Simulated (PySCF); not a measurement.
**AlH3F− (SMILES [H][Al-]([H])([H])[F]) at PBE0/STO-6G**

What is the vertical singlet–triplet gap of AlH3F− at PBE0/STO-6G? 

The calculation is run with PySCF 2.14.0.

15 further runs of the same task are left out: 3 that didn't finish, 12 set aside as unsound or not needed.

## 1. The structure to begin with

The species is AlH3F− (5 atoms), meant as a singlet with charge -1. As SMILES, `[H][Al-]([H])([H])[F]`. The shape comes from GFN2-xTB, which is rough for such elements, and wasn't checked as a minimum.

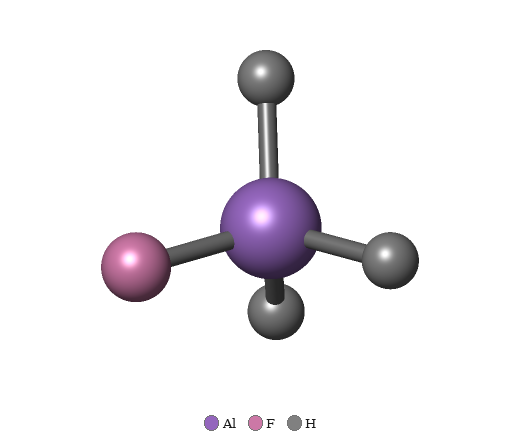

Viewed from a chosen angle; aluminium purple, fluorine pink, hydrogen grey.

## 2. A single-point energy at PBE0/STO-6G

File calc.py:

```python
from pyscf import gto, dft

system = gto.M(
    atom='''
Al    -0.001077     0.000397    -0.070940
F      0.021618    -0.036566     3.133053
H      2.891054     0.021713    -1.039954
H     -1.463706     2.518287    -0.982336
H     -1.447889    -2.503830    -1.039803
''',
    basis='sto-6g',
    spin=0,
    max_memory=1860,
    verbose=4,
    unit='bohr',
    charge=-1,
)

mf = dft.RKS(system, xc='pbe0')
mf.conv_tol = 1e-10
mf.grids.level = 5
mf.kernel()
if not mf.converged:
    mf = mf.newton().run(mf.mo_coeff, mf.mo_occ)

e_tot = mf.e_tot
print(f'total energy: {e_tot:.8f} hartree')
```

The run is started by

```
OMP_NUM_THREADS=1 python calc.py
```

Output:

```text
PySCF version 2.14.0

[INPUT] num. atoms = 5
[INPUT] num. electrons = 26
[INPUT] charge = -1
[INPUT] spin (= nelec alpha-beta = 2S) = 0
[INPUT] symmetry False subgroup None
[INPUT] Mole.unit = bohr
[INPUT] Symbol           X                Y                Z      unit          X                Y                Z       unit  Magmom
[INPUT]  1 Al    -0.000569923856   0.000210083353  -0.037539831343 AA   -0.001077000000   0.000397000000  -0.070940000000 Bohr   0.0
[INPUT]  2 F      0.011439752946  -0.019349893895   1.657940248205 AA    0.021618000000  -0.036566000000   3.133053000000 Bohr   0.0
[INPUT]  3 H      1.529879892339   0.011490024781  -0.550319957205 AA    2.891054000000   0.021713000000  -1.039954000000 Bohr   0.0
[INPUT]  4 H     -0.774559858687   1.332620090956  -0.519829824666 AA   -1.463706000000   2.518287000000  -0.982336000000 Bohr   0.0
[INPUT]  5 H     -0.766189862742  -1.324969776018  -0.550240051446 AA   -1.447889000000  -2.503830000000  -1.039803000000 Bohr   0.0

nuclear repulsion = 55.2259515473263
number of shells = 11
number of NR pGTOs = 102
number of NR cGTOs = 17
basis = sto-6g
ecp = {}

******** <class 'pyscf.dft.rks.RKS'> ********
method = RKS
initial guess = minao
damping factor = 0
level_shift factor = 0
DIIS = <class 'pyscf.scf.diis.CDIIS'>
diis_start_cycle = 1
diis_space = 8
diis_damp = 0
SCF conv_tol = 1e-10
SCF conv_tol_grad = None
SCF max_cycles = 50
direct_scf = True
direct_scf_tol = 1e-13
XC library pyscf.dft.libxc version 7.0.0
    S. Lehtola, C. Steigemann, M. J.T. Oliveira, and M. A.L. Marques.,  SoftwareX 7, 1–5 (2018)
XC functionals = pbe0
radial grids:
    Treutler-Ahlrichs [JCP 102, 346 (1995); DOI:10.1063/1.469408] (M4) radial grids

becke partition: Becke, JCP 88, 2547 (1988); DOI:10.1063/1.454033
pruning grids: <function nwchem_prune>
grids dens level: 5
symmetrized grids: False
atomic radii adjust function: <function treutler_atomic_radii_adjust>
small_rho_cutoff = 0
Set gradient conv threshold to 1e-05
Initial guess from minao.
tot grids = 157552
init E= -342.022175199958
  HOMO = -0.315424066277927  LUMO = 0.162770991308338  gap/eV = 13.01235
cycle= 1 E= -342.248864693228  delta_E= -0.227  |g|= 0.336  |ddm|= 2.12
  HOMO = 0.282080935613386  LUMO = 0.611785487055326  gap/eV = 8.97172
cycle= 2 E= -342.265544745482  delta_E= -0.0167  |g|= 0.336  |ddm|= 1.19
  HOMO = 0.15178021839247  LUMO = 0.634129765386976  gap/eV = 13.12540
cycle= 3 E= -342.306341904936  delta_E= -0.0408  |g|= 0.00649  |ddm|= 0.532
  HOMO = 0.148716712913811  LUMO = 0.635148391155751  gap/eV = 13.23648
cycle= 4 E= -342.3063596238  delta_E= -1.77e-05  |g|= 0.00219  |ddm|= 0.0152
  HOMO = 0.147820532095962  LUMO = 0.634994382941967  gap/eV = 13.25668
cycle= 5 E= -342.306361598789  delta_E= -1.97e-06  |g|= 0.000206  |ddm|= 0.00443
  HOMO = 0.147953261034641  LUMO = 0.635021977951306  gap/eV = 13.25381
cycle= 6 E= -342.306361619292  delta_E= -2.05e-08  |g|= 6.47e-06  |ddm|= 0.000427
  HOMO = 0.14795751465881  LUMO = 0.635021160339233  gap/eV = 13.25368
cycle= 7 E= -342.306361619316  delta_E= -2.39e-11  |g|= 3.01e-07  |ddm|= 1.62e-05
  HOMO = 0.147957284117469  LUMO = 0.635021175955521  gap/eV = 13.25368
Extra cycle  E= -342.306361619316  delta_E=    0  |g|= 1.62e-07  |ddm|= 8.78e-07
converged SCF energy = -342.306361619316
total energy: -342.30636162 hartree
```

Run time: 2.8 s. Hardware: 1 thread of Arm Neoverse V1, shared host; peak memory 0.19 GiB.

## 3. The triplet, same level

Edit calc.py of step 2 so:

```diff
@@ -2,3 +2,3 @@
 
-system = gto.M(
+mol = gto.M(
     atom='''
@@ -10,11 +10,11 @@
 ''',
+    spin=2,
     basis='sto-6g',
-    spin=0,
-    max_memory=1860,
+    charge=-1,
     verbose=4,
     unit='bohr',
-    charge=-1,
+    max_memory=1860,
 )
 
-mf = dft.RKS(system, xc='pbe0')
+mf = dft.UKS(mol, xc='pbe0')
 mf.conv_tol = 1e-10
@@ -26,2 +26,2 @@
 e_tot = mf.e_tot
-print(f'total energy: {e_tot:.8f} hartree')
+print('E = %.10f Eh' % e_tot)
```

The run is started by

```
OMP_NUM_THREADS=1 python calc.py
```

Output:

```text
PySCF version 2.14.0

[INPUT] num. atoms = 5
[INPUT] num. electrons = 26
[INPUT] charge = -1
[INPUT] spin (= nelec alpha-beta = 2S) = 2
[INPUT] symmetry False subgroup None
[INPUT] Mole.unit = bohr
[INPUT] Symbol           X                Y                Z      unit          X                Y                Z       unit  Magmom
[INPUT]  1 Al    -0.000569923856   0.000210083353  -0.037539831343 AA   -0.001077000000   0.000397000000  -0.070940000000 Bohr   0.0
[INPUT]  2 F      0.011439752946  -0.019349893895   1.657940248205 AA    0.021618000000  -0.036566000000   3.133053000000 Bohr   0.0
[INPUT]  3 H      1.529879892339   0.011490024781  -0.550319957205 AA    2.891054000000   0.021713000000  -1.039954000000 Bohr   0.0
[INPUT]  4 H     -0.774559858687   1.332620090956  -0.519829824666 AA   -1.463706000000   2.518287000000  -0.982336000000 Bohr   0.0
[INPUT]  5 H     -0.766189862742  -1.324969776018  -0.550240051446 AA   -1.447889000000  -2.503830000000  -1.039803000000 Bohr   0.0

nuclear repulsion = 55.2259515473263
number of shells = 11
number of NR pGTOs = 102
number of NR cGTOs = 17
basis = sto-6g
ecp = {}

******** <class 'pyscf.dft.uks.UKS'> ********
method = UKS
initial guess = minao
damping factor = 0
level_shift factor = 0
DIIS = <class 'pyscf.scf.diis.CDIIS'>
diis_start_cycle = 1
diis_space = 8
diis_damp = 0
SCF conv_tol = 1e-10
SCF conv_tol_grad = None
SCF max_cycles = 50
direct_scf = True
direct_scf_tol = 1e-13
number electrons alpha = 14  beta = 12
XC library pyscf.dft.libxc version 7.0.0
    S. Lehtola, C. Steigemann, M. J.T. Oliveira, and M. A.L. Marques.,  SoftwareX 7, 1–5 (2018)
XC functionals = pbe0
radial grids:
    Treutler-Ahlrichs [JCP 102, 346 (1995); DOI:10.1063/1.469408] (M4) radial grids

becke partition: Becke, JCP 88, 2547 (1988); DOI:10.1063/1.454033
pruning grids: <function nwchem_prune>
grids dens level: 5
symmetrized grids: False
atomic radii adjust function: <function treutler_atomic_radii_adjust>
small_rho_cutoff = 0
Set gradient conv threshold to 1e-05
tot grids = 157552
init E= -342.022175199958
[... the frontier-level lines of each cycle are left out ...]



cycle= 1 E= -341.74930974874  delta_E= 0.273  |g|= 0.273  |ddm|= 2.46


cycle= 2 E= -341.214709124964  delta_E= 0.535  |g|= 0.933  |ddm|= 2.45


cycle= 3 E= -341.742114725679  delta_E= -0.527  |g|= 0.366  |ddm|= 1.05


cycle= 4 E= -341.873221009526  delta_E= -0.131  |g|= 0.127  |ddm|= 0.641


cycle= 5 E= -341.8897612331  delta_E= -0.0165  |g|= 0.0343  |ddm|= 0.206


cycle= 6 E= -341.891212135467  delta_E= -0.00145  |g|= 0.0052  |ddm|= 0.0929


cycle= 7 E= -341.891240876745  delta_E= -2.87e-05  |g|= 0.00328  |ddm|= 0.0208


cycle= 8 E= -341.891250773352  delta_E= -9.9e-06  |g|= 0.00298  |ddm|= 0.0156


cycle= 9 E= -341.891262834157  delta_E= -1.21e-05  |g|= 0.00185  |ddm|= 0.0202


cycle= 10 E= -341.89126940437  delta_E= -6.57e-06  |g|= 0.000661  |ddm|= 0.0191


cycle= 11 E= -341.891270746696  delta_E= -1.34e-06  |g|= 0.000188  |ddm|= 0.011


cycle= 12 E= -341.891271039542  delta_E= -2.93e-07  |g|= 0.000153  |ddm|= 0.00296


cycle= 13 E= -341.89127049501  delta_E= 5.45e-07  |g|= 0.000136  |ddm|= 0.00502


cycle= 14 E= -341.891269077288  delta_E= 1.42e-06  |g|= 6.88e-05  |ddm|= 0.0196


cycle= 15 E= -341.891268769078  delta_E= 3.08e-07  |g|= 3.01e-05  |ddm|= 0.0125


cycle= 16 E= -341.891268765192  delta_E= 3.89e-09  |g|= 5.68e-06  |ddm|= 0.00249


cycle= 17 E= -341.891268765235  delta_E= -4.31e-11  |g|= 1.4e-06  |ddm|= 3.54e-05


Extra cycle  E= -341.89126876524  delta_E= -4.89e-12  |g|= 2.1e-06  |ddm|= 1.41e-05
converged SCF energy = -341.89126876524  <S^2> = 2.0068926  2S+1 = 3.0045916
E = -341.8912687652 Eh
```

Wall time 7.2 s (1 thread of Arm Neoverse V1, shared host); peak memory 0.2 GiB.

## 4. Outcome

At PBE0/STO-6G:

| quantity | value |
| --- | --- |
| singlet: total energy | -342.30636 Eh |
| singlet: HOMO energy | 4.03 eV |
| singlet: LUMO energy | 17.28 eV |
| singlet: HOMO–LUMO gap (to an unbound level, set by the basis) | 13.25 eV |
| triplet: total energy | -341.89127 Eh |
| triplet: HOMO energy (highest over α and β) | 14.78 eV |
| triplet: ⟨S²⟩ | 2.007 |
| vertical energy of the triplet above the singlet | 11.295 eV |

**Reading.** At this shape the triplet lies 11.30 eV (260 kcal/mol) above the singlet. For an anion a state so high probably lies above electron detachment. In a minimal basis such a difference can be off by several eV, whatever the method. Mulliken charges (singlet) run from -0.43 on F2 to +0.59 on Al1; they depend strongly on the basis. The HOMO (singlet) lies at positive energy, 4.03 eV; only total energies tell whether the electron is bound. Mulliken charges (triplet) run from -0.44 on H5 to +0.28 on Al1. The HOMO (triplet) lies at positive energy, 14.78 eV; only total energies tell whether the electron is bound.
